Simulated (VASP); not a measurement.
Band structure of CoGa (CsCl type). Level of theory: revTPSS meta-GGA, VASP's PBE PAW potentials (set 64) (plane waves; VASP 6.6.1).

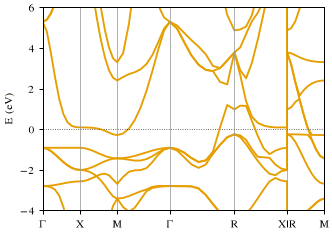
Fig. 1. Bands along high-symmetry lines, zero at the valence-band maximum or, without a gap, the Fermi level

### Question
Read the plot: is there a gap, and where are the band edges?

### Answer
It has no gap at this level: it comes out as a metal or semimetal.

The compound is CoGa in the CsCl type structure. It was relaxed first. The run is not spin-polarised, so no magnetic state was tried.
